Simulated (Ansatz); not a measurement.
## Electronic structure of CH$_{2}$OSSi in real space

Input

```
crystal:
  periodic: [false, false, false]
  atoms:
    - { symbol: Si, position_ang: [0.13195, 0.98644, -0.32826] }
    - { symbol: C, position_ang: [-0.23939, -0.64185, 0.25861] }
    - { symbol: O, position_ang: [0.19519, -1.4255, 1.29635] }
    - { symbol: S, position_ang: [0.02716, -2.31181, -0.14925] }
    - { symbol: H, position_ang: [-0.8279, 0.16082, -0.18577] }
    - { symbol: H, position_ang: [0.18611, 2.10002, 0.6011] }
basis:
  gaussian: { orbitals: def2-SVP }
hamiltonian:
  xc: b3lyp
  dispersion: d4
relax:
  f_tol: 0.02
  max_steps: 50
output:
  orbitals: {}
```

Command:

```sh
ansatz run input.yaml --threads 1 --pin off --max-ram 2048MiB --backend cpu --events-out ev --progress --plain --runs-dir out
```

The fields are those of the relaxed geometry.

These are results of RKS B3LYP-D4/def2-SVP (Ansatz 0.2.0), not measurements.

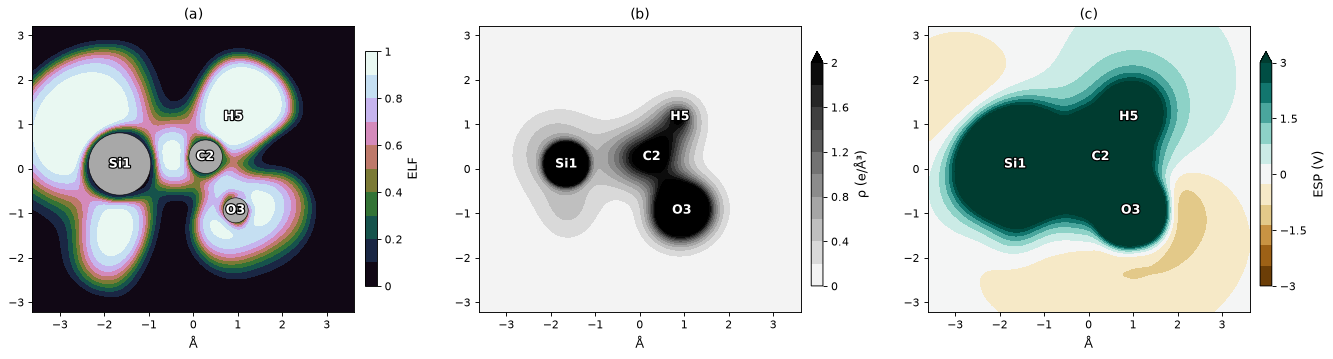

Figure 1. (a) electron localisation function; (b) total electron density; (c) electrostatic potential on the plane of atoms Si1, C2 and O3. Grey discs cover the atomic cores in the ELF map.

**Interpret the plot.**

The section cuts through Si, C, O and H sites.
C–O (1.38 Å): the density is about 2.2 e/Å³ at the midpoint, with its minimum of 1.9 e/Å³ about 0.5 Å from C; the ELF peaks at about 0.85 between the atoms (a polar covalent bond).
C–Si (1.94 Å): ρ is about 0.82 e/Å³ halfway; the ELF peaks at about 0.95 between the atoms (a shared electron pair).
C–H (1.10 Å): ρ is about 2 e/Å³ halfway; the ELF climbs to about 1 towards the hydrogen, as it does in any bond to H: an ordinary covalent bond to hydrogen.
The ELF also peaks beside O3 and Si1, away from the bonds: lone-pair regions.
Outside the dense part of the molecule the potential is most negative (−1.2 V) near O3.

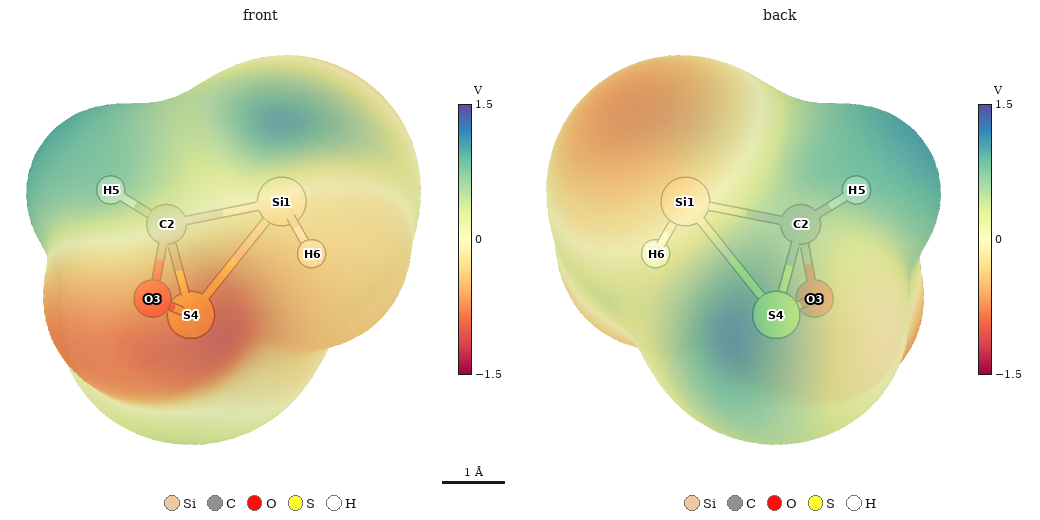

Figure 2. The molecular electrostatic potential painted on the density surface at 0.001 e/bohr³, seen from the front and from behind; red is negative and blue positive.

**Where is the surface potential most negative and most positive?**

The most negative region (about −1.0 V) lies over O3, the most positive (about +1.0 V) over Si1, S4 and H5. O3 is the likeliest acceptor of a hydrogen bond.

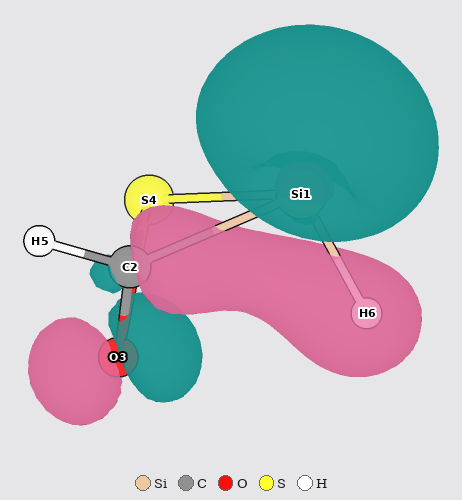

Figure 3. The HOMO at ±0.15 Å⁻³ᐟ² (teal and pink are the two phases), seen from one side.

**Where does this orbital lie, and at what energy?**

It lies mainly on Si1 (about 65 %), O3 (about 15 %), H6 (about 10 %) and C2 (about 5 %). Its energy is −6.37 eV.
